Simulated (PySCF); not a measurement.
System: C5H13ClOSi2 (SMILES CCOC/C=C(/Cl)[SiH2][SiH3]).

Input file:

```
{"job": {"kind": "nmr", "xc": "PBE0", "basis": "pcSseg-1"}, "charge": 0, "multiplicity": 1}
C     -1.196953     2.075468    -0.744960
C     -1.551638     0.620636    -0.995754
O     -0.751455    -0.211397    -0.182144
C     -1.059038    -1.576412    -0.319121
C     -0.033260    -2.411666     0.377113
C      1.193379    -1.972217     0.607946
Cl     2.290622    -3.019882     1.445336
Si     1.891464    -0.264880     0.164666
Si     1.346600     1.262205     1.804862
H     -1.829631     2.716216    -1.353510
H     -1.344399     2.318013     0.303117
H     -0.156391     2.254855    -0.997742
H     -1.392552     0.365462    -2.055708
H     -2.613275     0.444655    -0.762078
H     -1.091075    -1.851672    -1.389151
H     -2.056864    -1.781391     0.101221
H     -0.360180    -3.401395     0.667618
H      3.348819    -0.514651     0.169707
H      1.616631     0.018512    -1.248685
H      2.351920     1.272312     2.874761
H      1.329046     2.637090     1.289754
H      0.057819     1.039525     2.463344
```

Command:

```sh
OMP_NUM_THREADS=1 python probes_run.py task.json out
```

Geometry: GFN2-xTB.

Theory: PBE0/pcSseg-1, SCF density, gas phase, non-relativistic (PySCF).

### What will maps of the electron density and electron localisation function show?

C–O (1.41 Å): ρ is about 2.1 e/Å³ halfway, with its minimum of 1.8 e/Å³ about 0.5 Å from C; the ELF peaks at about 0.90 between the atoms (a shared but strongly polarised pair).
C–H (1.08 Å): ρ at the midpoint is about 2 e/Å³; the ELF climbs to about 1 towards the hydrogen, as it does in any bond to H; a covalent bond by its length.

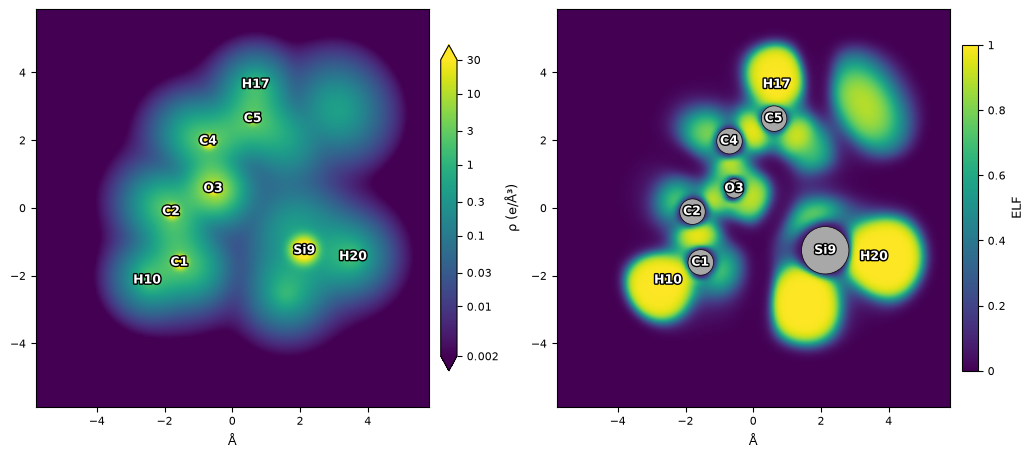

Computed electron density and electron localisation function on the plane of atoms C1, C2 and O3, in this order. Grey discs cover the atomic cores in the ELF map. 
